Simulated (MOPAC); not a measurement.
Run report: C4H3F3, frequency calculation (part 2 of 3)

Continued. System: C4H3F3, SMILES FC=CC(F)=CF. Method: PM6, closed shell (MOPAC 23.2.5). The geometry was optimised with PM6.

Geometry of the input (Å):
```
F  -2.2496  1.7781  0.7589
C  -1.6709  0.7548  0.1256
C  -0.3649  0.5408  0.3228
C  0.3881  -0.5358  -0.3035
F  -0.3221  -1.3332  -1.1174
C  1.6899  -0.8432  -0.1821
F  2.4683  -0.1006  0.6076
H  -2.3823  0.2144  -0.4916
H  0.2218  1.1893  0.9896
H  2.2348  -1.6521  -0.6580
```

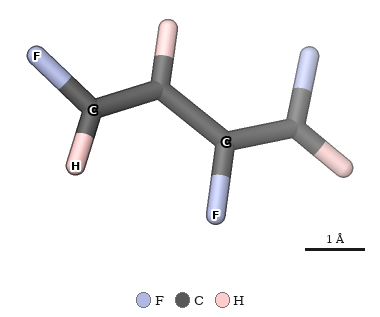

*The structure as given in the input (stick view, seen at a tilt).*

**Log, continued**
```
           1   -0.0430    0.0085    0.0286    0.0191   -0.0066    0.0017   -0.0002    0.0009
           2   -0.0029    0.0012    0.0037    0.0018   -0.0007   -0.0009    0.0002   -0.0006
           3   -0.0000   -0.0000    0.0000   -0.0000    0.0000   -0.0000    0.0000    0.0000
           4    0.0878   -0.0117   -0.0550   -0.1294    0.0678    0.0117   -0.0036    0.0068
           5   -0.0496   -0.0360   -0.0211   -0.1574    0.0984   -0.0423    0.0102   -0.0236
           6    0.0001    0.0000    0.0000    0.0002   -0.0001    0.0001   -0.0000    0.0000
           7   -0.0256   -0.0437   -0.0852    0.1016   -0.1166   -0.0065    0.0012    0.0220
           8    0.0515    0.0030    0.0217    0.1600   -0.1187    0.0191   -0.0003   -0.0398
           9   -0.0001   -0.0000   -0.0001   -0.0002    0.0001   -0.0000    0.0000    0.0001
          10    0.0216    0.0052    0.1833    0.0602    0.1454   -0.0025   -0.0017    0.0040
          11   -0.0490    0.0718   -0.0999    0.1144    0.1803    0.0011    0.0013   -0.0017
          12    0.0001   -0.0001    0.0002   -0.0001   -0.0002    0.0000   -0.0000    0.0000
          13   -0.0130    0.0149   -0.0349    0.0054    0.0044    0.0001   -0.0003   -0.0005
          14    0.0275   -0.0346    0.0552   -0.0081   -0.0113   -0.0002   -0.0000    0.0003
          15   -0.0001    0.0000   -0.0001   -0.0000    0.0000    0.0000   -0.0000   -0.0000
          16    0.0235   -0.0528   -0.0303   -0.0576   -0.0766   -0.0079   -0.0599   -0.0033
          17   -0.0426    0.1078    0.0521   -0.1249   -0.1733   -0.0016   -0.0095   -0.0004
          18    0.0001   -0.0002   -0.0001    0.0002    0.0002   -0.0000   -0.0000   -0.0000
          19   -0.0151    0.0258    0.0064   -0.0052   -0.0068   -0.0004   -0.0022   -0.0000
          20    0.0301   -0.0617   -0.0127    0.0128    0.0168    0.0003    0.0013    0.0000
          21   -0.0000    0.0001    0.0000    0.0000   -0.0000   -0.0000    0.0000    0.0000
          22   -0.2233   -0.0338    0.0247    0.0809   -0.0513   -0.2041    0.0505   -0.0981
          23   -0.1612   -0.0459    0.0105   -0.1006    0.0687    0.5157   -0.1283    0.2586
          24    0.0001    0.0000   -0.0000    0.0002   -0.0001   -0.0009    0.0002   -0.0005
          25    0.2666    0.3519   -0.1878   -0.0634    0.0747    0.1351   -0.0064   -0.3005
          26    0.2071    0.2271   -0.0725    0.0570   -0.0136   -0.2276    0.0106    0.5238
          27   -0.0002   -0.0002    0.0000   -0.0001    0.0000    0.0004   -0.0000   -0.0009
          28    0.0165   -0.0187    0.0106   -0.0814   -0.0933    0.1027    0.7688    0.0402
          29   -0.0100   -0.1361   -0.2475    0.0152    0.0144    0.0097    0.0684    0.0028
          30    0.0000    0.0002    0.0004   -0.0000   -0.0001    0.0000    0.0003    0.0000

           MASS-WEIGHTED COORDINATE ANALYSIS (NORMAL COORDINATES)

   Root No.       1         2         3         4         5         6         7         8

                 1 A"      1 A'      2 A"      3 A"      2 A'      3 A'      4 A'      4 A"

                  55.2     142.5     194.9     264.4     269.9     382.2     512.1     540.8

           1   -0.0000    0.0528   -0.0003    0.0000   -0.3708   -0.2975    0.2556   -0.0001
           2    0.0000   -0.5358    0.0008   -0.0001    0.0571   -0.4138    0.2228    0.0002
           3    0.0084    0.0010    0.5352   -0.0530   -0.0003    0.0005   -0.0001    0.1279
           4    0.0002    0.0336    0.0002   -0.0000   -0.2616   -0.2273    0.1593    0.0001
           5   -0.0007   -0.0034   -0.0007    0.0001   -0.2770    0.4327   -0.1576   -0.0003
           6   -0.4428    0.0000   -0.4684    0.0752    0.0003   -0.0008    0.0003   -0.2231
           7   -0.0002   -0.1964    0.0002   -0.0001   -0.0628   -0.0730   -0.2630    0.0001
           8    0.0008    0.1313   -0.0007    0.0002   -0.3743    0.3557    0.0498   -0.0003
           9    0.5167   -0.0003   -0.4591    0.1623    0.0005   -0.0006   -0.0002   -0.2115
          10   -0.0001   -0.1932    0.0001   -0.0001   -0.0883    0.0445   -0.3473   -0.0004
          11    0.0002    0.1579   -0.0003    0.0003   -0.0299   -0.0553    0.1081    0.0013
          12    0.1507   -0.0004   -0.1924    0.2078    0.0000    0.0001   -0.0004    0.8282
          13   -0.0001   -0.4008   -0.0001    0.0002    0.4793    0.4230    0.0358    0.0001
          14    0.0002    0.0860    0.0003   -0.0006    0.2943    0.1447    0.5180   -0.0003
          15    0.1320   -0.0005    0.1904   -0.4156   -0.0002   -0.0000   -0.0010   -0.1818
          16    0.0001    0.0534   -0.0001   -0.0003   -0.1176    0.1276    0.0773    0.0001
          17   -0.0002   -0.0077    0.0004    0.0009    0.0081   -0.1156   -0.2471   -0.0002
          18   -0.1465    0.0000    0.2695    0.6131   -0.0001    0.0003    0.0004   -0.1472
          19    0.0001    0.5807    0.0000    0.0002    0.3553   -0.0519    0.0211    0.0000
          20   -0.0003    0.2403   -0.0000   -0.0007    0.2451   -0.2868   -0.4976   -0.0000
          21   -0.1780   -0.0001   -0.0253   -0.4783   -0.0003    0.0004    0.0009   -0.0187
          22    0.0002    0.0867    0.0001   -0.0000   -0.1376    0.0326    0.0530   -0.0000
          23   -0.0007    0.0269   -0.0004    0.0000   -0.1021    0.1545   -0.0356    0.0000
          24   -0.4564   -0.0000   -0.2744    0.0172    0.0001   -0.0002    0.0001    0.0049
          25   -0.0002   -0.0780    0.0000   -0.0000   -0.0233    0.0567   -0.1445    0.0001
          26    0.0007    0.0205   -0.0001    0.0001   -0.1032    0.1432   -0.0279   -0.0005
          27    0.4699   -0.0000   -0.0691    0.0658    0.0001   -0.0002    0.0000   -0.3032
          28    0.0001    0.0258   -0.0001   -0.0002   -0.0220    0.0333    0.0246    0.0001
          29   -0.0002   -0.0978    0.0004    0.0006   -0.0611   -0.0155   -0.1406   -0.0004
          30   -0.1201    0.0001    0.2383    0.3741    0.0001    0.0000    0.0002   -0.2370

   Root No.       9        10        11        12        13        14        15        16

                 5 A'      5 A"      6 A"      7 A"      6 A'      7 A'      8 A'      9 A'

                 570.8     845.1     881.3     940.0     981.7    1201.9    1221.8    1243.1

           1   -0.2837    0.0000   -0.0000   -0.0000    0.0456   -0.0692   -0.4615    0.2627
           2   -0.1012   -0.0000    0.0001    0.0000   -0.0716    0.0194    0.0892    0.0539
           3   -0.0000   -0.0134    0.0957    0.0164    0.0000   -0.0000   -0.0003    0.0000
           4   -0.1330   -0.0000    0.0003    0.0001   -0.0534    0.0550    0.3263   -0.3961
           5   -0.1304    0.0001   -0.0008   -0.0002    0.2426   -0.0670   -0.1677   -0.0620
           6    0.0001    0.0555   -0.5337   -0.1331   -0.0004    0.0001    0.0004   -0.0001
           7    0.1944    0.0000   -0.0002    0.0002    0.5651   -0.0755    0.0901   -0.2150
           8   -0.2411   -0.0000    0.0007   -0.0005   -0.2000    0.0364    0.0205   -0.2130
           9    0.0005   -0.0200    0.4324   -0.3573    0.0005   -0.0001    0.0000    0.0002
          10    0.2318   -0.0001    0.0001   -0.0001   -0.0037    0.1109    0.0668   -0.0620
          11    0.3480    0.0003   -0.0002    0.0002   -0.1417   -0.1343    0.0131   -0.1479
          12   -0.0004    0.1759   -0.1362    0.1222    0.0003    0.0002   -0.0000    0.0002
          13   -0.2963    0.0000   -0.0000    0.0000   -0.2641   -0.0733   -0.0273   -0.0432
          14    0.2230   -0.0000    0.0000   -0.0000    0.3858    0.1052    0.0145    0.0862
          15   -0.0004   -0.0253    0.0127   -0.0068   -0.0005   -0.0003   -0.0001   -0.0001
          16    0.5611    0.0002    0.0000   -0.0000   -0.3843   -0.2185   -0.0743    0.2755
          17    0.1668   -0.0008   -0.0001    0.0000   -0.1099    0.0450    0.0353   -0.1833
          18    0.0000   -0.5192   -0.0329    0.0024    0.0000   -0.0002   -0.0001    0.0004
          19   -0.1124   -0.0000   -0.0000    0.0000    0.0803    0.2473   -0.0053   -0.1124
          20   -0.2283    0.0001    0.0000   -0.0000   -0.1312   -0.2362   -0.0268    0.2209
          21    0.0003    0.0891    0.0086   -0.0011    0.0002    0.0005    0.0001   -0.0004
          22   -0.1078    0.0000   -0.0003   -0.0003   -0.0569    0.1031    0.7324    0.3899
          23   -0.0663   -0.0001    0.0010    0.0008    0.0419    0.0191    0.2190    0.1657
          24    0.0001   -0.0455    0.6235    0.5381   -0.0001    0.0000    0.0000   -0.0001
          25    0.0182   -0.0000    0.0001   -0.0004    0.3229    0.0100    0.0013    0.4645
          26   -0.0842    0.0001   -0.0005    0.0011    0.0549    0.0193   -0.0167    0.2396
          27    0.0001    0.0638   -0.3121    0.7397    0.0000   -0.0000    0.0000   -0.0002
          28    0.1467   -0.0004   -0.0001    0.0000   -0.0928   -0.1265   -0.0001    0.0531
          29    0.1181    0.0013    0.0002   -0.0001   -0.1695    0.8598   -0.1956    0.1204
          30   -0.0001    0.8253    0.1142   -0.0515    0.0002   -0.0014    0.0003   -0.0002

   Root No.      17        18        19        20        21        22        23        24

                10 A'     11 A'     12 A'     13 A'     14 A'     15 A'     16 A'     17 A'

                1286.2    1325.2    1400.3    1767.5    1806.3    2713.9    2727.3    2733.8

           1   -0.2674    0.0485    0.1308    0.0703   -0.0227    0.0114   -0.0012    0.0059
           2   -0.0179    0.0071    0.0169    0.0068   -0.0025   -0.0062    0.0013   -0.0041
           3   -0.0001   -0.0000    0.0001   -0.0001    0.0000   -0.0000    0.0000    0.0000
           4    0.4344   -0.0527   -0.2004   -0.3788    0.1851    0.0627   -0.0151    0.0340
           5   -0.2452   -0.1626   -0.0769   -0.4607    0.2685   -0.2261    0.0432   -0.1181
           6    0.0005    0.0002    0.0000    0.0005   -0.0003    0.0004   -0.0001    0.0002
           7   -0.1264   -0.1976   -0.3104    0.2975   -0.3183   -0.0346    0.0049    0.1100
           8    0.2548    0.0133    0.0792    0.4683   -0.3240    0.1024   -0.0013   -0.1992
           9   -0.0004   -0.0001   -0.0003   -0.0006    0.0003   -0.0002    0.0000    0.0004
          10    0.1070    0.0235    0.6674    0.1764    0.3969   -0.0135   -0.0071    0.0198
          11   -0.2422    0.3244   -0.3640    0.3349    0.4923    0.0061    0.0057   -0.0083
          12    0.0004   -0.0005    0.0009   -0.0004   -0.0006    0.0000   -0.0000    0.0000
          13   -0.0808    0.0845   -0.1597    0.0199    0.0150    0.0010   -0.0014   -0.0030
          14    0.1711   -0.1967    0.2530   -0.0300   -0.0389   -0.0016   -0.0002    0.0021
          15   -0.0004    0.0003   -0.0005   -0.0000    0.0001    0.0002   -0.0000   -0.0001
          16    0.1164   -0.2386   -0.1103   -0.1686   -0.2090   -0.0420   -0.2544   -0.0165
          17   -0.2107    0.4873    0.1897   -0.3656   -0.4732   -0.0086   -0.0403   -0.0020
          18    0.0004   -0.0008   -0.0004    0.0005    0.0006   -0.0000   -0.0001   -0.0000
          19   -0.0941    0.1468    0.0291   -0.0193   -0.0232   -0.0025   -0.0118   -0.0002
          20    0.1875   -0.3507   -0.0580    0.0471    0.0577    0.0020    0.0071    0.0001
          21   -0.0002    0.0007    0.0001    0.0001   -0.0002   -0.0001    0.0000    0.0001
          22   -0.3200   -0.0442    0.0261    0.0686   -0.0405   -0.3161    0.0621   -0.1423
          23   -0.2310   -0.0601    0.0110   -0.0854    0.0543    0.7985   -0.1579    0.3752
          24    0.0002    0.0000   -0.0000    0.0001   -0.0001   -0.0014    0.0003   -0.0007
          25    0.3821    0.4608   -0.1981   -0.0538    0.0591    0.2091   -0.0079   -0.4360
          26    0.2967    0.2973   -0.0765    0.0484   -0.0108   -0.3524    0.0130    0.7601
          27   -0.0003   -0.0002    0.0000   -0.0001    0.0000    0.0006   -0.0000   -0.0014
          28    0.0236   -0.0245    0.0112   -0.0690   -0.0738    0.1591    0.9461    0.0583
          29   -0.0143   -0.1782   -0.2611    0.0129    0.0114    0.0151    0.0842    0.0041
          30    0.0000    0.0003    0.0004   -0.0000   -0.0001    0.0001    0.0003    0.0000

          DESCRIPTION OF VIBRATIONS

 VIBRATION          1    1A"          ATOM PAIR      ENERGY CONTRIBUTION    RADIAL
 FREQUENCY            55.20         C  2 -- C  3         +44.1% (768.3%)      0.0%
 TRANSITION DIPOLE   0.1387         C  3 -- C  4         +14.8% (445.7%)      0.0%
 TRAVEL (Ang.)       0.9185         F  1 -- C  2         +12.7% (413.1%)      0.0%
 REDUCED MASS        1.4478         C  3 -- H  9         +12.6% (410.4%)      0.0%
 EFFECTIVE MASS    342.2623
 FORCE CONSTANT      0.0026

 VIBRATION          2    1A'          ATOM PAIR      ENERGY CONTRIBUTION    RADIAL
 FREQUENCY           142.53         C  3 -- C  4         +23.3% (222.5%)      4.7%
 TRANSITION DIPOLE   0.0936         C  4 -- C  6         +21.0% (210.9%)      0.0%
 TRAVEL (Ang.)       0.3022         C  2 -- C  3         +15.1% (179.1%)      0.1%
 REDUCED MASS        5.1810         C  4 -- F  5         +12.1% (160.3%)      4.2%
 EFFECTIVE MASS     42.1045         C  3 -- H  9         +11.0% (153.1%)     92.1%
 FORCE CONSTANT      0.0620

 VIBRATION          3    2A"          ATOM PAIR      ENERGY CONTRIBUTION    RADIAL
 FREQUENCY           194.92         F  1 -- C  2         +27.4% (157.8%)      0.0%
 TRANSITION DIPOLE   0.1381         C  2 -- C  3         +19.5% (133.1%)      0.0%
 TRAVEL (Ang.)       0.3525         C  3 -- C  4         +13.2% (109.5%)      0.0%
 REDUCED MASS        2.7846         C  3 -- H  9         +12.2% (105.2%)      0.0%
 EFFECTIVE MASS     25.8951         C  4 -- C  6         +10.2% ( 96.5%)      0.0%
 FORCE CONSTANT      0.0623

 VIBRATION          4    3A"          ATOM PAIR      ENERGY CONTRIBUTION    RADIAL
 FREQUENCY           264.43         C  6 -- F  7         +44.6% (132.2%)      0.0%
 TRANSITION DIPOLE   0.4648         C  4 -- C  6         +27.0% (102.9%)      0.0%
 TRAVEL (Ang.)       0.2776         C  6 -- H 10         +11.4% ( 66.8%)      0.0%
 REDUCED MASS        3.3093         C  4 -- F  5          +9.1% ( 59.7%)      0.0%
 EFFECTIVE MASS     19.2523
 FORCE CONSTANT      0.1363

 VIBRATION          5    2A'          ATOM PAIR      ENERGY CONTRIBUTION    RADIAL
 FREQUENCY           269.95         C  2 -- H  8         +20.7% (196.1%)     29.8%
 TRANSITION DIPOLE   0.3598         C  3 -- C  4         +19.5% (190.3%)      0.1%
 TRAVEL (Ang.)       0.2693         F  1 -- C  2         +18.4% (184.4%)      9.6%
 REDUCED MASS        3.4443         C  3 -- H  9         +17.0% (177.4%)     60.6%
 EFFECTIVE MASS     26.4413         C  2 -- C  3         +15.3% (168.5%)      0.2%
 FORCE CONSTANT      0.1479

 VIBRATION          6    3A'          ATOM PAIR      ENERGY CONTRIBUTION    RADIAL
 FREQUENCY           382.20         F  1 -- C  2         +24.0% (148.6%)      0.7%
 TRANSITION DIPOLE   0.3574         C  2 -- C  3         +20.7% (138.3%)      0.1%
 TRAVEL (Ang.)       0.2392         C  2 -- H  8         +17.9% (128.4%)     86.5%
 REDUCED MASS        3.0841         C  3 -- C  4         +15.8% (120.7%)      3.2%
 EFFECTIVE MASS     24.6091         C  3 -- H  9         +12.8% (108.7%)    100.0%
 FORCE CONSTANT      0.2654

 VIBRATION          7    4A'          ATOM PAIR      ENERGY CONTRIBUTION    RADIAL
 FREQUENCY           512.15         C  4 -- C  6         +23.2% (101.9%)      1.2%
 TRANSITION DIPOLE   0.3243         C  4 -- F  5         +14.8% ( 81.4%)      7.6%
 TRAVEL (Ang.)       0.2042         C  3 -- C  4         +14.6% ( 80.8%)     58.1%
 REDUCED MASS        3.1585         C  2 -- C  3         +13.1% ( 76.7%)      0.2%
 EFFECTIVE MASS     18.5023         C  6 -- H 10         +10.1% ( 67.2%)     13.7%
 FORCE CONSTANT      0.4881

 VIBRATION          8    4A"          ATOM PAIR      ENERGY CONTRIBUTION    RADIAL
 FREQUENCY           540.81         C  3 -- C  4         +32.5% ( 89.4%)      0.0%
 TRANSITION DIPOLE   0.3005         C  4 -- C  6         +28.0% ( 83.1%)      0.0%
 TRAVEL (Ang.)       0.1473         C  4 -- F  5         +26.8% ( 81.2%)      0.0%
 REDUCED MASS        5.7490         C  3 -- H  9          +3.6% ( 29.9%)      0.0%
 EFFECTIVE MASS     11.4968
 FORCE CONSTANT      0.9907

 VIBRATION          9    5A'          ATOM PAIR      ENERGY CONTRIBUTION    RADIAL
 FREQUENCY           570.79         C  6 -- F  7         +21.4% (127.1%)      0.3%
 TRANSITION DIPOLE   0.2501         C  3 -- C  4         +17.6% (115.3%)      2.6%
 TRAVEL (Ang.)       0.2174         C  6 -- H 10         +16.1% (110.4%)     99.9%
 REDUCED MASS        2.4993         C  4 -- C  6         +16.0% (109.9%)      0.7%
 EFFECTIVE MASS     18.0902         C  4 -- F  5         +14.6% (105.2%)      9.1%
 FORCE CONSTANT      0.4798

 VIBRATION         10    5A"          ATOM PAIR      ENERGY CONTRIBUTION    RADIAL
 FREQUENCY           845.14         C  6 -- H 10         +78.7% ( 96.2%)      0.0%
 TRANSITION DIPOLE   0.6395         C  4 -- C  6         +10.2% ( 34.7%)      0.0%
 TRAVEL (Ang.)       0.2428         C  6 -- F  7          +7.9% ( 30.6%)      0.0%
 REDUCED MASS        1.3530         C  3 -- C  4          +1.1% ( 11.2%)      0.0%
 EFFECTIVE MASS      3.3827
 FORCE CONSTANT      0.5694

 VIBRATION         11    6A"          ATOM PAIR      ENERGY CONTRIBUTION    RADIAL
 FREQUENCY           881.28         C  2 -- H  8         +47.9% ( 80.7%)      0.0%
 TRANSITION DIPOLE   0.0388         C  3 -- H  9         +18.6% ( 50.2%)      0.0%
 TRAVEL (Ang.)       0.2213         C  2 -- C  3         +17.2% ( 48.3%)      0.0%
 REDUCED MASS        1.5619         F  1 -- C  2          +7.7% ( 32.3%)      0.0%
 EFFECTIVE MASS      5.1400
 FORCE CONSTANT      0.7147

 VIBRATION         12    7A"          ATOM PAIR      ENERGY CONTRIBUTION    RADIAL
 FREQUENCY           939.97         C  3 -- H  9         +63.1% ( 77.2%)      0.0%
 TRANSITION DIPOLE   0.7828         C  2 -- H  8         +25.5% ( 49.1%)      0.0%
 TRAVEL (Ang.)       0.3491         C  3 -- C  4          +6.1% ( 24.1%)      0.0%
 REDUCED MASS        0.5885         C  2 -- C  3          +3.5% ( 18.3%)      0.0%
 EFFECTIVE MASS      2.1143
 FORCE CONSTANT      0.3064

 VIBRATION         13    6A'          ATOM PAIR      ENERGY CONTRIBUTION    RADIAL
 FREQUENCY           981.74         C  2 -- C  3         +20.4% ( 73.0%)      1.6%
 TRANSITION DIPOLE   0.2576         C  3 -- C  4         +18.6% ( 69.6%)     96.0%
 TRAVEL (Ang.)       0.1555         C  3 -- H  9         +17.0% ( 66.6%)     94.9%
 REDUCED MASS        2.8409         C  6 -- F  7         +11.0% ( 53.6%)     24.5%
 EFFECTIVE MASS     13.5003         C  4 -- F  5         +10.1% ( 51.4%)     99.4%
 FORCE CONSTANT      1.6132
```
